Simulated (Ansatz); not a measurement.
## Electronic structure of C2H9InOSi (SMILES C[CH2][InH][O][SiH3]) in real space

Input

```
crystal:
  periodic: [false, false, false]
  atoms:
    - {symbol: C, position_ang: [0.148967, 0.385031, 1.618373]}
    - {symbol: C, position_ang: [0.027507, -1.126049, 1.487507]}
    - {symbol: In, position_ang: [-0.173822, -1.811272, -0.539022]}
    - {symbol: O, position_ang: [-0.165562, -0.287979, -1.841164]}
    - {symbol: Si, position_ang: [-0.053344, 1.314499, -2.010487]}
    - {symbol: H, position_ang: [1.022020, 0.772869, 1.088665]}
    - {symbol: H, position_ang: [0.246006, 0.682849, 2.667296]}
    - {symbol: H, position_ang: [-0.723640, 0.902534, 1.213338]}
    - {symbol: H, position_ang: [-0.838082, -1.505849, 2.038297]}
    - {symbol: H, position_ang: [0.899119, -1.634610, 1.909902]}
    - {symbol: H, position_ang: [-0.342634, -3.267349, -1.416526]}
    - {symbol: H, position_ang: [-0.127419, 1.693822, -3.449908]}
    - {symbol: H, position_ang: [-1.153591, 2.033353, -1.297193]}
    - {symbol: H, position_ang: [1.234474, 1.848151, -1.469087]}
basis:
  gaussian: {orbitals: def2-TZVPP}
hamiltonian: {xc: pbe0, dispersion: d4}
output: {orbitals: {seedname: orbitals}}
```

Command:

```sh
ansatz run in.yaml --threads 2 --pin off --events-out ev --progress --plain --max-ram 32768MiB --backend cuda --devices 0, --max-vram 18GiB
```

Geometry: PBE0-D4/def2-TZVP; core potentials replace the inner electrons of In.

The calculation used Ansatz 0.2.0, RKS PBE0-D4/def2-TZVPP.

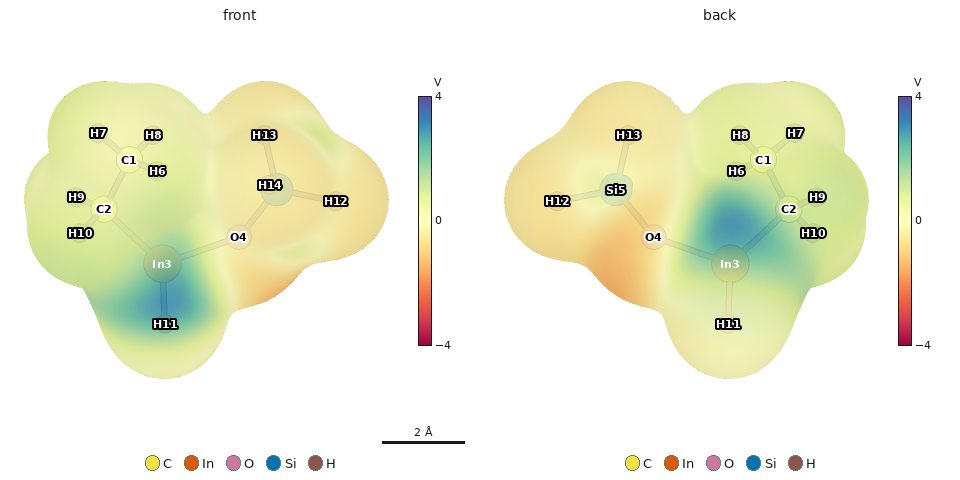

Figure 1. The molecular electrostatic potential painted on the density surface at 0.002 e/bohr³, seen from the front and from behind; red is negative and blue positive.

**Which sites attract a positive test charge, and which a negative one?**

A positive charge is drawn to the negative regions and a negative charge to the positive ones. The most negative region (about −1.5 V, or −35 kcal/mol for a unit charge) lies over O4, the most positive (about +3.0 V, or +69 kcal/mol for a unit charge) over In3. O4 is the likeliest acceptor of a hydrogen bond.

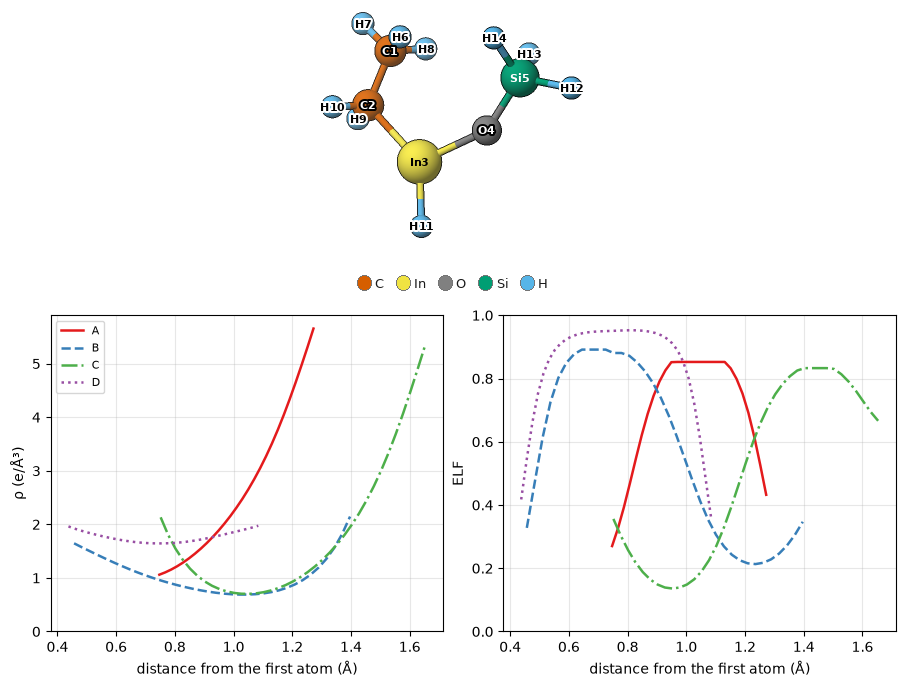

Figure 2. Electron density and ELF along straight lines between neighbouring atoms. The curves leave out the atomic cores. The structure is drawn too.

**Which curve belongs to which contact (C–C, C–In, In–O and Si–O)? The first atom named is at distance zero.**

Curve A: Si–O (1.62 Å): ρ at the midpoint is about 1.2 e/Å³; the ELF peaks at about 0.85 between the atoms: a polar covalent bond. Curve B: C–In (2.15 Å): the density is about 0.7 e/Å³ at the midpoint; the ELF peaks at about 0.90 in the valence shell of C, 0.6 Å from its nucleus, and drops to about 0.20 between the two atoms. Curve C: In–O (2.00 Å): ρ is about 0.72 e/Å³ halfway; the ELF peaks at about 0.85 in the valence shell of O, 0.6 Å from its nucleus, and drops to about 0.15 between the two atoms. Curve D: C–C (1.52 Å): the density is about 1.6 e/Å³ at the midpoint; the ELF peaks at about 0.95 between the atoms; a shared electron pair.

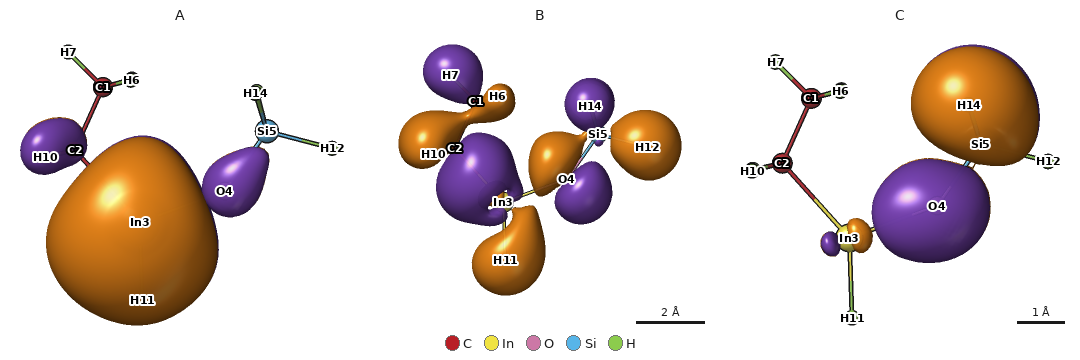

Figure 3. Three frontier orbitals at ±0.06 Å⁻³ᐟ² (orange and purple are the two phases), in no order.

**Which picture is the HOMO−1, the HOMO and the LUMO?**

C is the HOMO−1 (−7.92 eV). It lies mainly on O4 (about 40 %), Si5 (about 20 %), H13 (about 15 %) and H14 (about 15 %). B is the HOMO (−7.41 eV). It lies mainly on O4 (about 25 %), C2 (about 20 %), In3 (about 15 %), Si5 (about 10 %), H11 (about 5 %) and H12 (about 5 %). A is the LUMO (−1.40 eV). It lies mainly on In3 (about 80 %).

**What is the HOMO–LUMO gap?**

6.01 eV between the orbital energies.
